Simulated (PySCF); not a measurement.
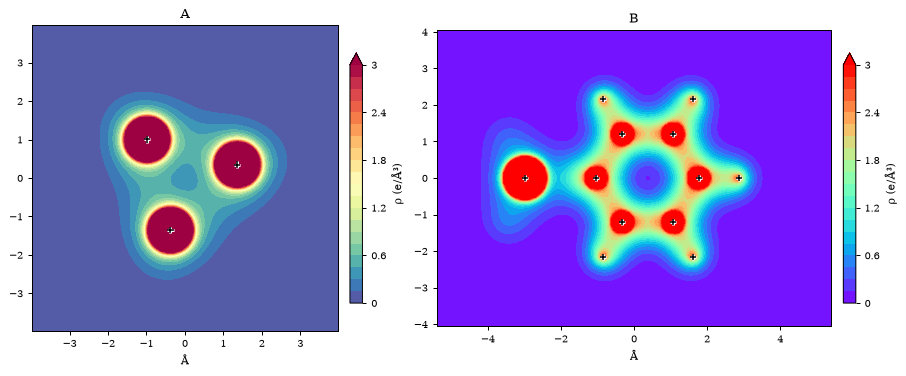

The electron density of 2 systems, each on a plane through atoms (crosses mark nuclei in the plane).

These are results of PySCF, CAM-B3LYP/def2-SVPD, SCF density, gas phase, not measurements.

System 1: C₆H₈Ge (GePhH3), the plane of atoms C2, C3 and H8. Geometry: PBE0-D3(BJ)/def2-SVP.

```json
{"atom": "Ge", "x (Å)": "0.0154", "y (Å)": "0.0303", "z (Å)": "-2.5220"}
{"atom": "C", "x (Å)": "0.0085", "y (Å)": "0.0130", "z (Å)": "-0.5748"}
{"atom": "C", "x (Å)": "-1.0228", "y (Å)": "0.6335", "z (Å)": "0.1427"}
{"atom": "C", "x (Å)": "-1.0413", "y (Å)": "0.6043", "z (Å)": "1.5367"}
{"atom": "C", "x (Å)": "-0.0242", "y (Å)": "-0.0459", "z (Å)": "2.2336"}
{"atom": "C", "x (Å)": "1.0101", "y (Å)": "-0.6653", "z (Å)": "1.5334"}
{"atom": "C", "x (Å)": "1.0255", "y (Å)": "-0.6345", "z (Å)": "0.1396"}
{"atom": "H", "x (Å)": "-1.8250", "y (Å)": "1.1528", "z (Å)": "-0.3898"}
{"atom": "H", "x (Å)": "-1.8520", "y (Å)": "1.0939", "z (Å)": "2.0807"}
{"atom": "H", "x (Å)": "-0.0358", "y (Å)": "-0.0676", "z (Å)": "3.3260"}
{"atom": "H", "x (Å)": "1.8115", "y (Å)": "-1.1734", "z (Å)": "2.0757"}
{"atom": "H", "x (Å)": "1.8472", "y (Å)": "-1.1206", "z (Å)": "-0.3948"}
{"atom": "H", "x (Å)": "1.4680", "y (Å)": "0.0452", "z (Å)": "-3.0328"}
{"atom": "H", "x (Å)": "-0.7305", "y (Å)": "1.2794", "z (Å)": "-3.0254"}
{"atom": "H", "x (Å)": "-0.6872", "y (Å)": "-1.2212", "z (Å)": "-3.0846"}
```

System 2: Ge₃H₆, the plane of atoms Ge1, Ge4 and Ge7. Geometry: PBE0-D3(BJ)/def2-SVP.

```json
{"atom": "Ge", "x (Å)": "0.1004", "y (Å)": "-0.9198", "z (Å)": "1.0631"}
{"atom": "H", "x (Å)": "0.3259", "y (Å)": "-0.4989", "z (Å)": "2.5219"}
{"atom": "H", "x (Å)": "-0.0325", "y (Å)": "-2.4396", "z (Å)": "0.8926"}
{"atom": "Ge", "x (Å)": "-1.2301", "y (Å)": "0.5295", "z (Å)": "-0.3713"}
{"atom": "H", "x (Å)": "-2.1525", "y (Å)": "-0.1212", "z (Å)": "-1.4120"}
{"atom": "H", "x (Å)": "-1.8140", "y (Å)": "1.8200", "z (Å)": "0.2193"}
{"atom": "Ge", "x (Å)": "1.1780", "y (Å)": "0.3681", "z (Å)": "-0.7007"}
{"atom": "H", "x (Å)": "1.7034", "y (Å)": "-0.3702", "z (Å)": "-1.9394"}
{"atom": "H", "x (Å)": "2.0542", "y (Å)": "1.5628", "z (Å)": "-0.2991"}
```

### Match each panel to its system.

Panel A is system 2, Ge₃H₆: the plane holds Ge. Ge–Ge (2.43 Å): ρ is about 0.53 e/Å³ halfway. Panel B is system 1, C₆H₈Ge: the plane holds Ge, C and H. C–C (1.39 Å): ρ is about 2.1 e/Å³ halfway.
